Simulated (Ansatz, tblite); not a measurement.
**Diborane 1,2-di Cl (B2H4Cl2): spin states and exact exchange**

Aim: set other spin states of diborane 1,2-di Cl (B2H4Cl2) against its singlet, on many levels of theory.

Program: Ansatz 0.2.0, Gaussian basis. Level of theory: as each input shows. These are calculated values, not measurements.

Levels to be run: triplet, at the geometry of the singlet (GFN1-xTB, GFN2-xTB, PBE0-D4/def2-TZVP, PBE-D4/def2-TZVP, r2SCAN-D4/def2-TZVP); the singlet's energies come from earlier runs.

1 further run of the same task is left out (it didn't finish).

## (1) The structure

The singlet was relaxed beforehand with PBE0-D4/def2-SVP.

8 atoms, charge 0, spin multiplicity 1.

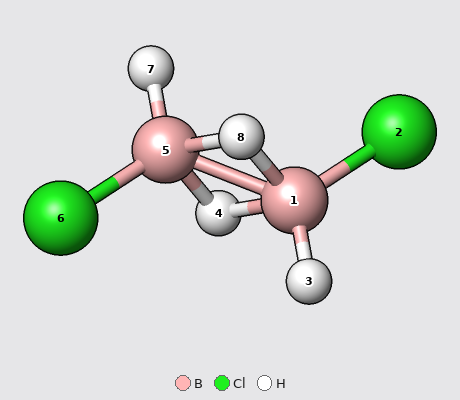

The structure; boron pink, chlorine green, hydrogen white; atoms are numbered from 1 in the order of the file.

## (2) Triplet at the fixed geometry, GFN1-xTB

Tight binding, by tblite at 300 K electronic temperature and without a spin-polarisation term:

```python
tblite.interface.Calculator('GFN1-xTB', numbers, positions, charge=0, uhf=2).singlepoint()
```

Energy -359.8779 eV; 0.01 s.

## (3) Triplet at the fixed geometry, GFN2-xTB

Tight binding, by tblite at 300 K electronic temperature and without a spin-polarisation term:

```python
tblite.interface.Calculator('GFN2-xTB', numbers, positions, charge=0, uhf=2).singlepoint()
```

Energy -365.9671 eV; 0.014 s.

## (4) Triplet at the fixed geometry, PBE0-D4/def2-TZVP

in.yaml

```yaml
crystal:
  periodic: [false, false, false]
  atoms:
    - {symbol: B, position_ang: [-0.021642, -0.467993, -0.757734]}
    - {symbol: Cl, position_ang: [-0.300344, 0.348270, -2.304239]}
    - {symbol: H, position_ang: [0.140891, -1.657167, -0.714468]}
    - {symbol: H, position_ang: [-0.979692, -0.129873, 0.108136]}
    - {symbol: B, position_ang: [0.021556, 0.468001, 0.757747]}
    - {symbol: Cl, position_ang: [0.300565, -0.348302, 2.304177]}
    - {symbol: H, position_ang: [-0.140922, 1.657165, 0.714503]}
    - {symbol: H, position_ang: [0.979599, 0.129899, -0.108132]}
basis:
  gaussian: {orbitals: def2-TZVP}
magnetization: {spin_polarized: true, initial_magnetization: 2}
hamiltonian: {xc: pbe0, dispersion: d4}
scf: {omitted_lower_state_checks: [starts]}
output: {orbitals: {seedname: orbitals}}
```

Run with:

```console
$ ansatz run in.yaml --threads 4 --pin off --events-out ev --progress --plain --max-ram 3916MiB
```

Output:

```text
Functional definition: PBE0
  name "PBE0"
  cite "Adamo & Barone, J. Chem. Phys. 110, 6158 (1999) doi:10.1063/1.478522"
  cite "Perdew, Burke & Ernzerhof, Phys. Rev. Lett. 77, 3865 (1996) doi:10.1103/PhysRevLett.77.3865"
  parent pbe
  parameter a = 0.25
  parameter kappa = 0.804
  parameter beta = 0.06672455060314922
  exchange = (1 - a)*pbe_x(kappa = kappa, mu = beta*pi^2/3) + a*exact_x
  correlation = pbe_c(beta = beta)
these checks for a lower state are left out or cut short: starts
1050 factors; their error is unknown
mean field evaluation 1: about -26444.6697 eV, gradient 2.9e1 eV
mean field evaluation 2: about -26437.2051 eV, gradient 4.4e1 eV
mean field evaluation 4: about -26449.7072 eV, gradient 2.2e0 eV
mean field evaluation 8: about -26449.7413 eV, gradient 6.8e-2 eV
mean field evaluation 16: about -26449.8151 eV, gradient 1.5e-3 eV
mean field evaluation 32: about -26449.8757 eV, gradient 5.1e-5 eV
mean field -26449.87566158 eV, -972.0150021936 hartree, gradient 6.3e-6 eV, S^2 2.006918; 0 other end points of the search recorded, 0 dependent functions left out
reference -26449.87569685 eV, -972.0150034895 hartree; 25, 23 occupied and 135, 137 virtual orbitals, 1050 factors
Total energy: -26450.01205129 eV, -972.0200144228 hartree
Checks for a lower state left out: starts
```

It took 29 s on 4 threads of Intel Xeon at 2.50GHz, shared host; peak memory 0.64 GiB.

HOMO -3.20 eV, LUMO -7.34 eV (over both spins; with the spin held, an empty level of the minority spin lies below the top filled one); ⟨S²⟩ 2.007 (pure: 2.00).

## (5) Triplet at the fixed geometry, PBE-D4/def2-TZVP

start.molden holds the orbitals of an earlier run on this state, given as this run's starting guess.

in.yaml: that of step 4 with these lines changed.

```diff
@@ -12,5 +12,5 @@
 basis:
-  gaussian: {orbitals: def2-TZVP}
+  gaussian: {orbitals: def2-TZVP, initial_orbitals: start.molden}
 magnetization: {spin_polarized: true, initial_magnetization: 2}
-hamiltonian: {xc: pbe0, dispersion: d4}
+hamiltonian: {xc: pbe, dispersion: d4}
 scf: {omitted_lower_state_checks: [starts]}
```

Same command.

Output:

```text
Functional definition: PBE
  name "PBE"
  cite "Perdew, Burke & Ernzerhof, Phys. Rev. Lett. 77, 3865 (1996) doi:10.1103/PhysRevLett.77.3865"
  parent pbe
  parameter kappa = 0.804
  parameter beta = 0.06672455060314922
  exchange = pbe_x(kappa = kappa, mu = beta*pi^2/3)
  correlation = pbe_c(beta = beta)
these checks for a lower state are left out or cut short: starts
1026 factors; their error is unknown
mean field evaluation 1: about -26447.8851 eV, gradient 8.6e0 eV
mean field evaluation 2: about -26447.9649 eV, gradient 1.2e-1 eV
mean field evaluation 4: about -26447.9599 eV, gradient 2.1e-1 eV
mean field evaluation 8: about -26447.9610 eV, gradient 1.7e-2 eV
mean field evaluation 16: about -26447.9610 eV, gradient 6.6e-5 eV
mean field -26447.96101370 eV, -971.9446401817 hartree, gradient 1.2e-6 eV, S^2 2.003516; 0 other end points of the search recorded, 0 dependent functions left out
reference -26447.96106048 eV, -971.9446419009 hartree; 25, 23 occupied and 135, 137 virtual orbitals, 1026 factors
Total energy: -26448.12293128 eV, -971.9505905429 hartree
Checks for a lower state left out: starts
```

Run time: 14 s. Hardware: 4 threads of Intel Xeon at 2.50GHz, shared host.

From the report: HOMO -2.29 eV, LUMO -7.62 eV (over both spins; with the spin held, an empty level of the minority spin lies below the top filled one); ⟨S²⟩ 2.004 (pure: 2.00).

## (6) Triplet at the fixed geometry, r2SCAN-D4/def2-TZVP

in.yaml: that of step 5 with these lines changed.

```diff
@@ -14,3 +14,3 @@
 magnetization: {spin_polarized: true, initial_magnetization: 2}
-hamiltonian: {xc: pbe, dispersion: d4}
+hamiltonian: {xc: r2scan, dispersion: d4}
 scf: {omitted_lower_state_checks: [starts]}
```

The command is unchanged.

Output, shortened:

```text
Functional definition: r2SCAN
  name "r2SCAN"
  cite "Furness, Kaplan, Ning, Perdew & Sun, J. Phys. Chem. Lett. 11, 8208 (2020) doi:10.1021/acs.jpclett.0c02405"
  cite "Furness, Kaplan, Ning, Perdew & Sun, J. Phys. Chem. Lett. 11, 9248 (2020) doi:10.1021/acs.jpclett.0c03077"
  parent r2scan
[...]
1026 factors; their error is unknown
[...]
mean field -26457.85397377 eV, -972.3081997586 hartree, gradient 3.0e-6 eV, S^2 2.009254; 0 other end points of the search recorded, 0 dependent functions left out
reference -26457.85398980 eV, -972.3082003477 hartree; 25, 23 occupied and 135, 137 virtual orbitals, 1026 factors
Total energy: -26457.89259525 eV, -972.3096190716 hartree
Checks for a lower state left out: starts
```

Run time: 23 s. Hardware: 4 threads of Intel Xeon at 2.50GHz, shared host.

From the report: HOMO -2.50 eV, LUMO -7.77 eV (over both spins; with the spin held, an empty level of the minority spin lies below the top filled one); ⟨S²⟩ 2.009 (pure: 2.00).

## (7) Triplet less singlet, vertical

The singlet's energies are those of its earlier runs, whose logs aren't repeated here.

| level | triplet less singlet, vertical (kJ/mol) | time |
| --- | --- | --- |
| GFN1-xTB | +580.3 | 0.023 s |
| GFN2-xTB | +491.9 | 0.023 s |
| PBE-D4/def2-TZVP | +511.9 | 17 s |
| r2SCAN-D4/def2-TZVP | +533.9 | 27 s |
| PBE0-D4/def2-TZVP | +568.2 | 33 s |

Times add the two runs; a level without a time comes out of a correlated run. Tight binding without a spin term can't rank spin states.

## (8) Summary of results

| quantity | value |
| --- | --- |
| triplet less singlet, vertical, functionals in def2-TZVP | +511.9 (PBE-D4) to +568.2 kJ/mol (PBE0-D4) |

**Reading.** All functionals put the triplet above the singlet, over a spread of 56.3 kJ/mol. The checks for a lower triplet were left out, so another state of that spin may lie lower. These are electronic energies, without zero-point motion, entropy or surroundings.
